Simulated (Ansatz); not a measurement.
# Decaying states in the gap of LuAlH2O4, part 2 of 2

A new crystal, LuAlH2O4: structure, gap and complex bands. It is built by putting Al for part of the Lu in the LuHO2 structure of space group Pmn2_1, with the volume rescaled by atomic radii. The parent structure comes from the Materials Project.

Ansatz 0.2.0; r2SCAN DFT, plane waves, PAW files (the session's first sound run).

So far. Step 2 (Relaxing the new crystal): The largest force component on a free atom ends at 0.0056 eV/Å.

The structure was built from a prototype and need not be the compound's stable phase.

### Step 3. The bulk crystal and its band edges

The energy window and the wavevectors of the next steps follow from the band edges, so these are searched first, off the mesh as well.

Input file input.yaml:

```yaml
crystal:
  lattice:
    - [3.1155859327, 0.0, 0.0]
    - [0.0, 4.5688028991, -0.0577362674]
    - [0.0, -0.0647857597, 5.0148288212]
  atoms:
    - { symbol: Al, position: [0.0, 0.7256440537, 0.9884780473] }
    - { symbol: Lu, position: [0.5, 0.2858548069, 0.4843867256] }
    - { symbol: H, position: [0.5, 0.1745420731, 0.9677392197] }
    - { symbol: H, position: [0.0, 0.807175217, 0.4533967882] }
    - { symbol: O, position: [0.5, -0.0115808601, 0.8595987792] }
    - { symbol: O, position: [0.0, 0.5392303197, 0.6592433025] }
    - { symbol: O, position: [0.0, 0.9653880086, 0.3173935083] }
    - { symbol: O, position: [0.5, 0.5137463811, 0.1153136491] }
kpoints:
  mp_grid: { grid: [8, 6, 6] }
  band_path: { path: [VBM, CBM], npoints: 30 }
scf:
  occupations: { method: fixed }
hamiltonian:
  xc: r2scan
output:
  eigenvalues: true
  write_potential: true
  write_density: true
  volumetric_format: npy
```

Command:

```console
ansatz run input.yaml --threads 2 --pin off --max-ram 4096MiB --backend cpu --events-out ev --progress --plain --runs-dir out
```

Numbers of over 12 decimals in the logs are rounded to 6 here.

The program printed:

```text
[...]
Crystal: 8 atoms, lattice volume = 71.372 Å³
Basis set: ecut = 500 eV, 1793 PW (Γ), exchange–correlation on 96×144×160 points (64 copies of the dense FFT grid, shifted against one another)
Bands: 35, of which v1, the nominal top of the filled ones, is band 27 counted from 1 (26 counted from 0)
Symmetry: 2 space group operations
[...]
k-points: 100 of 288 (time reversal used)
[...]
SCF iter   1: F=—  HF=-17600.291896 eV  |F-HF|=—  |Δ(HF+E_count)|=         —  Δρ=9.48e-3  dr2=5.18e-2  dr2_τ=3.97e-1  ethr=1.77e-3  ⟨swp⟩=4.0  Hψ=13217  notcnv=0  defer=586
[...]
SCF iter   8: F=-17600.406070 eV  HF=-17600.406070 eV  |F-HF|=4.99e-8  |Δ(HF+E_count)|=   1.33e-8  Δρ=1.34e-5  dr2=9.94e-8  dr2_τ=1.43e-8  ethr=1.85e-10  ⟨swp⟩=10.6  Hψ=17458  notcnv=0
SCF 1 converged in 8 iterations: F = -17600.406070 eV  dr2 = 9.94e-8
[...]
NSCF: frozen V_eff on 80 k-points
[...]
SCF converged after 8 iterations
Free energy (F): -17600.406070 eV
[...]
Internal energy: -17600.406070 eV  (E = F + TS)
E sigma→0 (E₀):  -17600.406070 eV
Fermi energy:    8.203959 eV
[...]
--- Band table (eV; the first three rows and the last of 100) ---
  k-point 0: bands = [... 23 lower, 7.0139, 7.9191, 7.9912, 8.1822, 13.0510, 14.1866, 16.4664, 17.1192, ... 4 higher]
  k-point 1: bands = [... 23 lower, 7.0152, 7.8013, 7.9291, 7.9676, 13.2445, 14.4382, 16.3379, 17.1404, ... 4 higher]
  k-point 2: bands = [... 23 lower, 7.0790, 7.4687, 7.7327, 7.7877, 13.5434, 15.1292, 16.1054, 17.0273, ... 4 higher]
  k-point 99: bands = [... 23 lower, 7.2095, 7.4413, 7.5739, 8.1322, 14.4864, 15.5179, 17.4517, 18.0406, ... 4 higher]
```

It took 36 s on 2 threads of AMD EPYC 9R45, shared host; peak memory 0.66 GiB.

This step gave:

| Quantity | Value |
| --- | --- |
| Fermi energy | 8.204 eV |
| gap on the k-mesh | 4.847 eV |
| gap on path | 4.847 eV, by band count; negative where bands overlap |
| direct gap on path | 4.869 eV |
| edge places on path | 0, 0.7362 1/A along the path |

The electronic bands at the labelled points (eV, zero at the Fermi level (highest filled level under fixed occupations); v1 is the highest filled band, c1 the lowest empty one):

```tsv
point	v4	v3	v2	v1	c1	c2	c3
VBM	-1.25	-0.88	-0.55	0.00	6.24	7.74	8.11
CBM	-1.19	-0.28	-0.21	-0.02	4.85	5.98	8.26
```

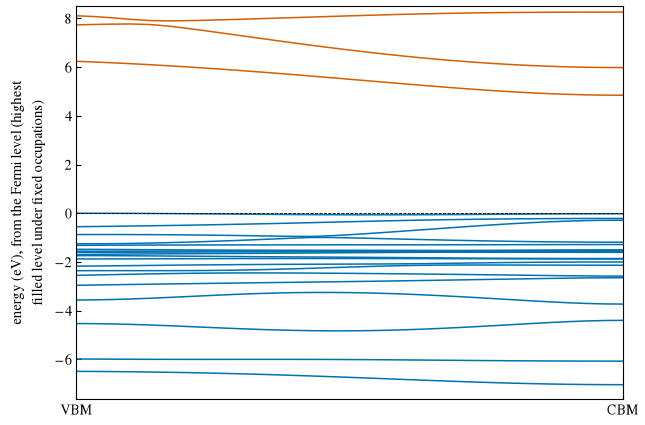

Electronic bands along the path; lines of filled and empty bands in two colours.

The searched edges give 4.85 eV, as on the mesh.

### Step 4. Complex bands, plane (001), k-mesh 8×6×6

This step: r2SCAN DFT, plane waves, PAW files; complex bands by layer matching along the plane's normal (Ansatz 0.2.0).

The same crystal is laid in a cell whose first two vectors span the (001) plane (indices of the standard conventional cell, whose axes can be ordered otherwise than in the bulk input). At fixed energy and wavevector in the plane the solver finds all kz, real and complex. A few wavevectors are listed, (0, 0), (0.1302, -0.5) and (0.5, 0) in units of the plane's reciprocal vectors; the slowest state needn't be among them.

Input file input.yaml:

```yaml
crystal:
  lattice:
    - [3.115585933, 0.0, 0.0]
    - [0.0, 4.569167693, 0.0]
    - [0.0, -0.128148255, 5.01360981]
  atoms:
    - { symbol: Al, position: [0.0, 0.7256440537, 0.9884780473] }
    - { symbol: Lu, position: [0.5, 0.2858548069, 0.4843867256] }
    - { symbol: H, position: [0.5, 0.1745420731, 0.9677392197] }
    - { symbol: H, position: [0.0, 0.807175217, 0.4533967882] }
    - { symbol: O, position: [0.5, 0.9884191399, 0.8595987792] }
    - { symbol: O, position: [0.0, 0.5392303197, 0.6592433025] }
    - { symbol: O, position: [0.0, 0.9653880086, 0.3173935083] }
    - { symbol: O, position: [0.5, 0.5137463811, 0.1153136491] }
kpoints:
  mp_grid: { grid: [8, 6, 6] }
scf:
  occupations: { method: fixed }
hamiltonian:
  xc: r2scan
output:
  eigenvalues: true
  transmission:
    leads: [[0, 0]]
    kpoints: [[0.0, 0.0], [0.1302, -0.5], [0.5, 0.0]]
    e_range: [-1.0, 5.85]
    de: 0.17
```

The program printed:

```text
[...]
Crystal: 8 atoms, lattice volume = 71.372 Å³
Basis set: ecut = 500 eV, 1793 PW (Γ), exchange–correlation on 96×144×160 points (64 copies of the dense FFT grid, shifted against one another)
Bands: 35, of which v1, the nominal top of the filled ones, is band 27 counted from 1 (26 counted from 0)
Symmetry: 2 space group operations
[...]
k-points: 100 of 288 (time reversal used)
[...]
SCF iter   1: F=—  HF=-17600.291897 eV  |F-HF|=—  |Δ(HF+E_count)|=         —  Δρ=9.48e-3  dr2=5.18e-2  dr2_τ=3.97e-1  ethr=1.77e-3  ⟨swp⟩=4.0  Hψ=13217  notcnv=0  defer=586
[...]
SCF iter   8: F=-17600.406070 eV  HF=-17600.406070 eV  |F-HF|=4.99e-8  |Δ(HF+E_count)|=   1.33e-8  Δρ=1.34e-5  dr2=9.94e-8  dr2_τ=1.43e-8  ethr=1.85e-10  ⟨swp⟩=10.6  Hψ=17459  notcnv=0
SCF 1 converged in 8 iterations: F = -17600.406070 eV  dr2 = 9.94e-8
[...]
transmission: 8 of 24 steps passed
transmission: 16 of 24 steps passed
transmission: 24 of 24 steps passed
SCF converged after 8 iterations
Free energy (F): -17600.406070 eV
[...]
Internal energy: -17600.406070 eV  (E = F + TS)
E sigma→0 (E₀):  -17600.406070 eV
Fermi energy:    8.203959 eV
[...]
--- Band table (eV; the first three rows and the last of 100) ---
  k-point 0: bands = [... 23 lower, 7.0139, 7.9191, 7.9912, 8.1822, 13.0510, 14.1866, 16.4664, 17.1192, ... 4 higher]
  k-point 1: bands = [... 23 lower, 7.0152, 7.8013, 7.9291, 7.9676, 13.2445, 14.4382, 16.3379, 17.1404, ... 4 higher]
  k-point 2: bands = [... 23 lower, 7.0790, 7.4687, 7.7327, 7.7877, 13.5434, 15.1292, 16.1054, 17.0273, ... 4 higher]
  k-point 99: bands = [... 23 lower, 7.2095, 7.4413, 7.5739, 8.1322, 14.4864, 15.5179, 17.4517, 18.0406, ... 4 higher]
--- Transmission ---
  basis      : 147 plane waves across, 8 finite elements along
  points     : 3, as listed
  energies   : 41 from -1.000000 to 5.800000 eV about the Fermi level, 0.170000 eV apart; the leads are filled to 2.423514 eV, and channels, transmission and decay are at 2.400000 eV
  crystal 0  : O4H2Lu1Al1, at the sites [0, 0], period 5.0136 Å: whole cells are its period
    offset         : up to 0.0000 Å between an atom of the period and one for which it stands
    channels       : 0.000000e0 a spin
    conductance    : none, the energies end too early or step too widely for 300 K: set another output.transmission.e_range or a lower de, or, where they end at an eighth of basis.ecutwfc, a higher one
    slowest decay  : 0.3779 /Å at (0.0000, 0.0000)
```

Elapsed: 18 s, on 2 threads; peak memory 0.7 GiB; 35 s of CPU time.

This step gave:

* level to which the leads are filled: 2.424 eV from the Fermi level
* decay constant at the filling level, zone centre: 0.3779 Å⁻¹
* decay constant at the filling level, slowest listed point: 0.3779 Å⁻¹

K parallel (0, 0); values up to 1.5 1/Å, a degenerate pair printed once or twice; energies at which all values exceed this have no row. Im kz of the slowest decaying states against energy, zero at the highest filled level on the SCF mesh:

```tsv
energy (eV)	decay 1 (Å⁻¹)	decay 2 (Å⁻¹)	decay 3 (Å⁻¹)	decay 4 (Å⁻¹)
-1.000	0.148	0.209	0.283	0.446
-0.490	0.575	0.737	0.974	1.05
0.020	0.0807	0.363	0.366	0.816
0.530	0.255	0.577	0.584	0.889
1.040	0.320	0.687	0.782	0.904
1.550	0.356	0.758	0.766	0.900
2.060	0.374	0.768	0.805	0.856
2.570	0.378	0.769	0.807	0.838
3.080	0.368	0.757	0.764	0.838
3.420	0.353	0.721	0.758	0.819
3.930	0.315	0.659	0.744	0.786
4.440	0.238	0.580	0.727	0.748
4.950	0.469	0.706	0.708	0.866
5.460	0.315	0.656	0.687	0.852
```

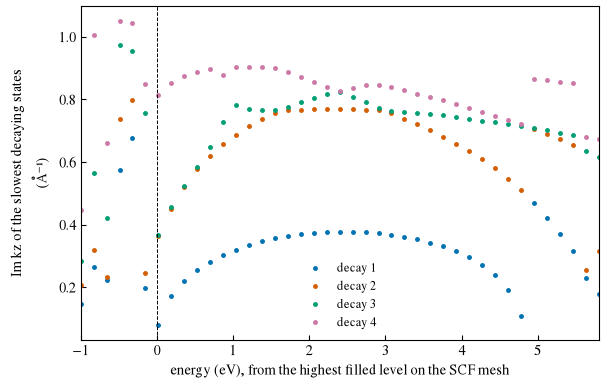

Im kz of the slowest decaying states, plotted against energy.

K parallel (0.1302, -0.5); values up to 1.5 1/Å, a degenerate pair printed once or twice; energies at which all values exceed this have no row. The Im kz of the slowest decaying states by energy, zero at the highest filled level on the SCF mesh:

```tsv
energy (eV)	decay 1 (Å⁻¹)	decay 2 (Å⁻¹)	decay 3 (Å⁻¹)	decay 4 (Å⁻¹)
-1.000	0.104	0.151	0.422	0.580
-0.490	0.0618	0.204	0.500	0.628
0.020	0.101	0.450	0.572	0.584
0.530	0.530	0.536	0.604	0.728
1.040	0.569	0.582	0.725	0.813
1.550	0.602	0.617	0.783	0.870
2.060	0.626	0.641	0.821	0.910
2.570	0.643	0.657	0.849	0.936
3.080	0.655	0.667	0.868	0.949
3.420	0.661	0.669	0.874	0.947
3.930	0.667	0.668	0.873	0.925
4.440	0.660	0.670	0.858	0.881
4.950	0.640	0.670	0.823	0.824
5.460	0.593	0.654	0.758	0.767
```

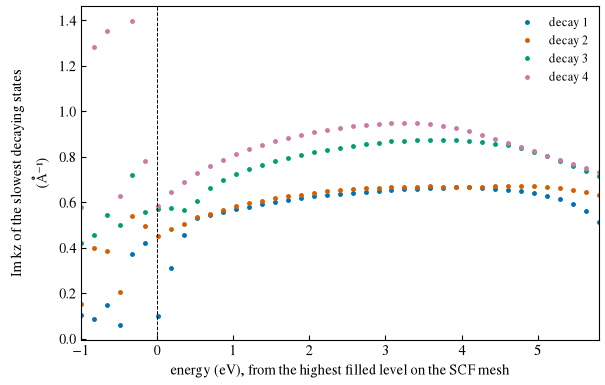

Im kz of the slowest decaying states, plotted against energy.

K parallel (0.5, 0); values up to 1.5 1/Å, a degenerate pair printed once or twice; energies at which all values exceed this have no row. Table of Im kz of the slowest decaying states by energy, zero at the highest filled level on the SCF mesh:

```tsv
energy (eV)	decay 1 (Å⁻¹)	decay 2 (Å⁻¹)	decay 3 (Å⁻¹)	decay 4 (Å⁻¹)
-1.000	0.0458	0.415	0.472	0.983
-0.490	0.0407	0.278	0.344	0.537
0.020	0.244	0.343	0.444	0.577
0.530	0.375	0.428	0.494	0.610
1.040	0.445	0.476	0.518	0.638
1.550	0.491	0.505	0.528	0.660
2.060	0.521	0.524	0.528	0.678
2.570	0.520	0.527	0.548	0.691
3.080	0.504	0.522	0.564	0.699
3.420	0.488	0.514	0.571	0.703
3.930	0.456	0.494	0.576	0.705
4.440	0.410	0.462	0.577	0.703
4.950	0.341	0.418	0.572	0.698
5.460	0.218	0.354	0.561	0.689
```

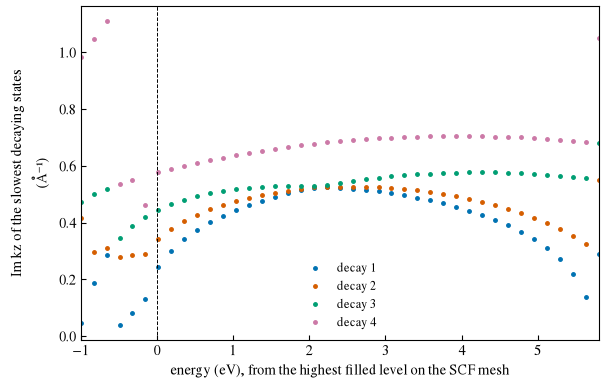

Im kz of the slowest decaying states, plotted against energy.

At the listed wavevectors the last open channel is at -0.15 eV and the next at +4.95 eV on the grid. At +2.40 eV, the grid energy nearest the filling level (the middle of the gap on the SCF mesh), the slowest state at the listed wavevectors decays with κ = 0.378 Å⁻¹, its amplitude falling by e over 2.6 Å. Through 1 nm of this crystal that state's transmission falls by exp(−2 × 0.378 Å⁻¹ × 10 Å) = 5.2e-4.

### Step 5. Complex bands, plane (100), k-mesh 6×8×6

The same for the (100) plane, at (0, 0), (0, 0.1302) and (0.5, 0), to see how the decay depends on direction.

Input file input.yaml:

```yaml
crystal:
  lattice:
    - [5.015247282, 0.0, 0.0]
    - [0.0, 3.115585933, 0.0]
    - [-0.116750148, 0.0, 4.567675865]
  atoms:
    - { symbol: Al, position: [0.9884780473, 0.0, 0.7256440537] }
    - { symbol: Lu, position: [0.4843867256, 0.5, 0.2858548069] }
    - { symbol: H, position: [0.9677392197, 0.5, 0.1745420731] }
    - { symbol: H, position: [0.4533967882, 0.0, 0.807175217] }
    - { symbol: O, position: [0.8595987792, 0.5, 0.9884191399] }
    - { symbol: O, position: [0.6592433025, 0.0, 0.5392303197] }
    - { symbol: O, position: [0.3173935083, 0.0, 0.9653880086] }
    - { symbol: O, position: [0.1153136491, 0.5, 0.5137463811] }
kpoints:
  mp_grid: { grid: [6, 8, 6] }
scf:
  occupations: { method: fixed }
hamiltonian:
  xc: r2scan
output:
  eigenvalues: true
  transmission:
    leads: [[0, 0]]
    kpoints: [[0.0, 0.0], [0.0, 0.1302], [0.5, 0.0]]
    e_range: [-1.0, 5.85]
    de: 0.11
```

The program printed:

```text
[...]
Crystal: 8 atoms, lattice volume = 71.372 Å³
Basis set: ecut = 500 eV, 1793 PW (Γ), exchange–correlation on 160×96×144 points (64 copies of the dense FFT grid, shifted against one another)
Bands: 35, of which v1, the nominal top of the filled ones, is band 27 counted from 1 (26 counted from 0)
Symmetry: 2 space group operations
[...]
k-points: 100 of 288 (time reversal used)
[...]
SCF iter   1: F=—  HF=-17600.291951 eV  |F-HF|=—  |Δ(HF+E_count)|=         —  Δρ=9.48e-3  dr2=5.17e-2  dr2_τ=3.97e-1  ethr=1.77e-3  ⟨swp⟩=4.0  Hψ=13218  notcnv=0  defer=585
[...]
SCF iter   8: F=-17600.406070 eV  HF=-17600.406070 eV  |F-HF|=4.32e-8  |Δ(HF+E_count)|=   1.23e-8  Δρ=1.26e-5  dr2=8.84e-8  dr2_τ=1.23e-8  ethr=1.85e-10  ⟨swp⟩=10.6  Hψ=17625  notcnv=0
SCF 1 converged in 8 iterations: F = -17600.406070 eV  dr2 = 8.84e-8
[...]
transmission: 8 of 24 steps passed
transmission: 16 of 24 steps passed
transmission: 24 of 24 steps passed
SCF converged after 8 iterations
Free energy (F): -17600.406070 eV
[...]
Internal energy: -17600.406070 eV  (E = F + TS)
E sigma→0 (E₀):  -17600.406070 eV
Fermi energy:    8.203969 eV
[...]
--- Band table (eV; the first three rows and the last of 100) ---
  k-point 0: bands = [... 23 lower, 7.0139, 7.9191, 7.9912, 8.1823, 13.0510, 14.1866, 16.4664, 17.1192, ... 4 higher]
  k-point 1: bands = [... 23 lower, 7.0881, 7.5912, 7.9708, 8.1486, 13.3323, 14.4598, 16.4538, 17.0655, ... 4 higher]
  k-point 2: bands = [... 23 lower, 7.0583, 7.2492, 7.9141, 8.1193, 13.7927, 15.2167, 16.3773, 16.9535, ... 4 higher]
  k-point 99: bands = [... 23 lower, 7.2095, 7.4413, 7.5739, 8.1322, 14.4864, 15.5179, 17.4517, 18.0406, ... 4 higher]
--- Transmission ---
  basis      : 165 plane waves across, 8 finite elements along
  points     : 3, as listed
[...]
crystal 0  : H2O4Lu1Al1, at the sites [0, 0], period 4.5677 Å: whole cells are its period
[...]
channels       : 0.000000e0 a spin
[...]
slowest decay  : 0.3837 /Å at (0.0000, 0.0000)
```

Wall time 21 s (2 threads); peak memory 0.74 GiB; 42 s of CPU time.

Numbers from this step:

| Item | Value |
| --- | --- |
| decay constant at the filling level, zone centre | 0.3837 Å⁻¹ |
| decay constant at the filling level, slowest listed point | 0.3837 Å⁻¹ |

K parallel (0, 0); values up to 1.5 1/Å, a degenerate pair printed once or twice; energies at which all values exceed this have no row. Im kz of the slowest decaying states against energy, zero at the highest filled level on the SCF mesh:

```tsv
energy (eV)	decay 1 (Å⁻¹)	decay 2 (Å⁻¹)	decay 3 (Å⁻¹)	decay 4 (Å⁻¹)
-1.000	0.0478	0.347	0.352	0.662
-0.450	0.298	0.315	0.613	0.744
-0.010	0.139	0.186	0.545	0.778
0.540	0.294	0.415	0.528	0.714
0.980	0.337	0.481	0.637	0.785
1.530	0.369	0.534	0.722	0.832
1.970	0.381	0.566	0.767	0.837
2.520	0.383	0.596	0.796	0.840
2.960	0.373	0.615	0.783	0.840
3.510	0.346	0.635	0.731	0.840
3.950	0.307	0.648	0.675	0.840
4.500	0.213	0.582	0.662	0.845
5.050	0.456	0.673	0.851	0.870
5.490	0.321	0.679	0.829	0.938
```

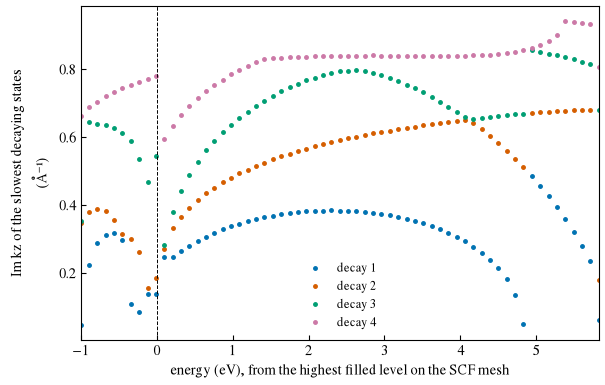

Im kz of the slowest decaying states, plotted against energy.

K parallel (0, 0.1302); values up to 1.5 1/Å, a degenerate pair printed once or twice; energies at which all values exceed this have no row. The Im kz of the slowest decaying states by energy, zero at the highest filled level on the SCF mesh:

```tsv
energy (eV)	decay 1 (Å⁻¹)	decay 2 (Å⁻¹)	decay 3 (Å⁻¹)	decay 4 (Å⁻¹)
-1.000	0.284	0.460	0.515	1.08
-0.450	0.160	0.305	0.567	0.576
-0.010	0.191	0.401	0.618	0.639
0.540	0.357	0.453	0.588	0.677
0.980	0.412	0.526	0.668	0.719
1.530	0.451	0.584	0.730	0.762
1.970	0.466	0.616	0.764	0.789
2.520	0.472	0.645	0.792	0.806
2.960	0.466	0.663	0.805	0.813
3.510	0.445	0.680	0.814	0.819
3.950	0.417	0.689	0.814	0.822
4.500	0.361	0.698	0.806	0.824
5.050	0.259	0.704	0.788	0.806
5.490	0.642	0.707	0.780	0.805
```

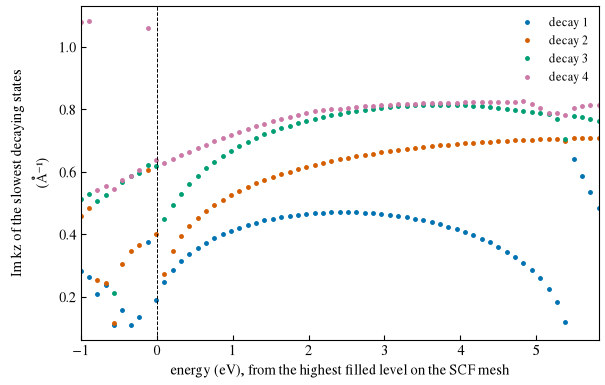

Im kz of the slowest decaying states, plotted against energy.

K parallel (0.5, 0); values up to 1.5 1/Å, a degenerate pair printed once or twice; energies at which all values exceed this have no row. Im kz of the slowest decaying states against energy, zero at the highest filled level on the SCF mesh:

```tsv
energy (eV)	decay 1 (Å⁻¹)	decay 2 (Å⁻¹)	decay 3 (Å⁻¹)	decay 4 (Å⁻¹)
-1.000	0.0945	0.170	0.198	0.467
-0.450	0.0795	0.448	0.707	1.06
-0.010	0.310	0.312	0.358	0.609
0.540	0.419	0.492	0.571	0.721
0.980	0.470	0.565	0.683	0.782
1.530	0.514	0.635	0.78	0.819
1.970	0.538	0.681	0.807	0.839
2.520	0.558	0.732	0.782	0.896
2.960	0.568	0.756	0.769	0.900
3.510	0.572	0.712	0.812	0.863
3.950	0.568	0.667	0.832	0.842
4.500	0.554	0.589	0.792	0.874
5.050	0.451	0.524	0.753	0.899
5.490	0.492	0.725	0.914	0.944
```

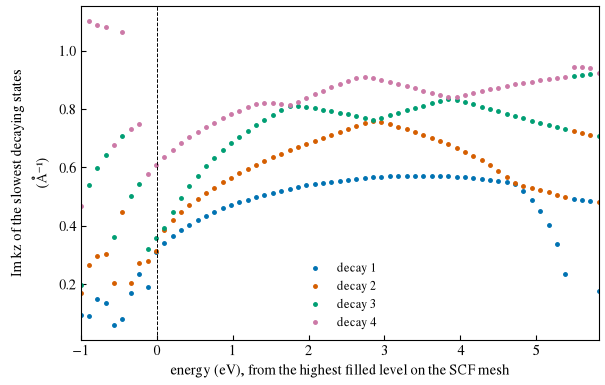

Im kz of the slowest decaying states against energy.

At the listed wavevectors the last open channel is at -0.01 eV and the next at +4.94 eV on the grid. At +2.41 eV, the grid energy nearest the filling level (the middle of the gap on the SCF mesh), the slowest state at the listed wavevectors decays with κ = 0.384 Å⁻¹, its amplitude falling by e over 2.6 Å; the first such run, plane (001), gave 0.378 Å⁻¹.

### Step 6. Summary of results

| Property | Result |
| --- | --- |
| band gap | 4.85 eV |
| least decay constant at mid-gap, normal to (001) | 0.378 Å⁻¹ |
| least decay constant at mid-gap, normal to (100) | 0.384 Å⁻¹ |

**Reading.** With r2SCAN, the slowest decay at the wavevectors tried is κ = 0.378 Å⁻¹, normal to (001). Through such a film the transmission near mid-gap falls as exp(−2κd), a factor of ten every 3.0 Å. The directions tried decay at nearly the same rate. A free electron under a barrier of half the gap would need a mass of 0.22 mₑ to decay at this rate. The compound is made up by substitution; its stability against other phases and against distortions of the cell's symmetry was not tested. r2SCAN still narrows gaps, if less than LDA and GGA do, so real decay constants are likely larger.

[Logs are printed without paths, hosts, clocks, repeated set-up lines and the standing remarks that a program may print on its own settings, such as how far it seeks lower states.]

[Hosts, paths, dates, database ids (printed as entryN), source tags and the programs' standing remarks are cut or masked in the printed files.]

[New means built here by substitution; the compound itself may be known and measured.]
